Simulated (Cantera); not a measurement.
A closed system holds: 1 mol HI, 4 mol O2, 0.27 mol N2, equilibrated at 460000 Pa.

Equilibrium computed with Cantera from the NASA thermochemical tables; the gas is ideal and each condensed phase is pure. Candidate condensed phases: H2O, I2; 27 gas species. Kinetics and transport are ignored.

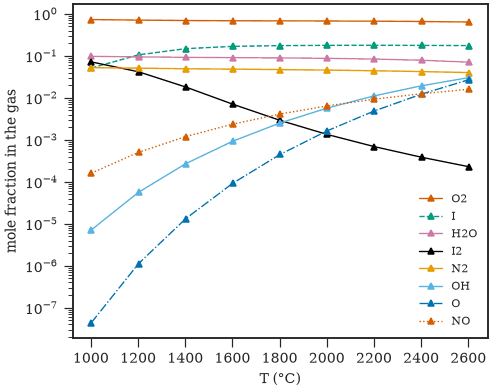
Figure: Equilibrium gas composition (values under 1e-9 drawn at 1e-9)

Read off the mole fractions at 1602 °C.

O2 about 0.68, I about 0.17, H2O about 0.090, N2 about 0.048, I2 about 0.0070, NO about 0.0024, OH about 0.00093, O about 9.3e-5.
